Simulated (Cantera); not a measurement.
Input: 1 mol SiCl₄, a varied amount of H₂, 3.4 mol HCl, equilibrated at 852 °C and 3.20 bar.

Equilibrium computed with Cantera from the NASA thermochemical tables; the gas is ideal and each condensed phase is pure. Candidate condensed phases: Si; 19 gas species. The tables' values for SiCl₃ are old estimates; treat these amounts as uncertain. Rates play no part.

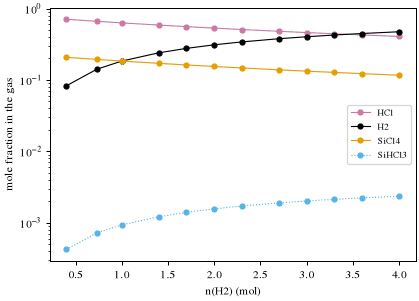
Equilibrium gas composition (values under 1e-9 drawn at 1e-9)

**Question.** Read off the mole fractions at 0.4 mol H₂.

**Answer.** HCl about 0.71, SiCl₄ about 0.21, H₂ about 0.083, SiHCl₃ about 0.00042.
